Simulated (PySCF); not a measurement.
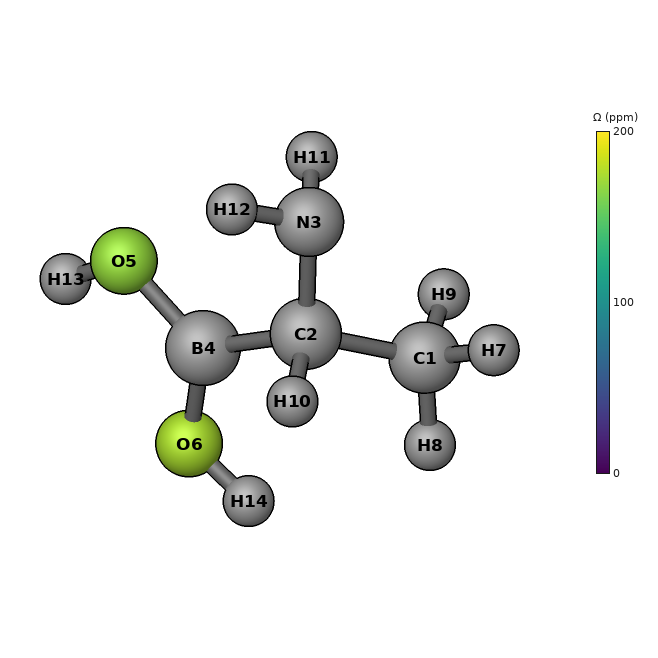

The O atoms are coloured by the span of their shielding tensor. Computed geometry: PBE0-D3(BJ)/def2-SVP optimisation. No frequency run is at hand to confirm it as a minimum. Properties computed with GIAO BP86/pcSseg-1 NMR shielding, non-relativistic, gas phase (PySCF 2.14.0). Principal shieldings σ11 ≤ σ22 ≤ σ33, span Ω = σ33 − σ11, skew κ = 3(σiso − σ22)/Ω.

Give the shielding tensors of the O atoms.

```
atom    σ11    σ22    σ33   σiso      Ω      κ
  O5  104.7  239.5  273.3  205.8  168.6  −0.60
  O6   94.5  248.0  269.3  203.9  174.9  −0.76
```

Shieldings and span in ppm.
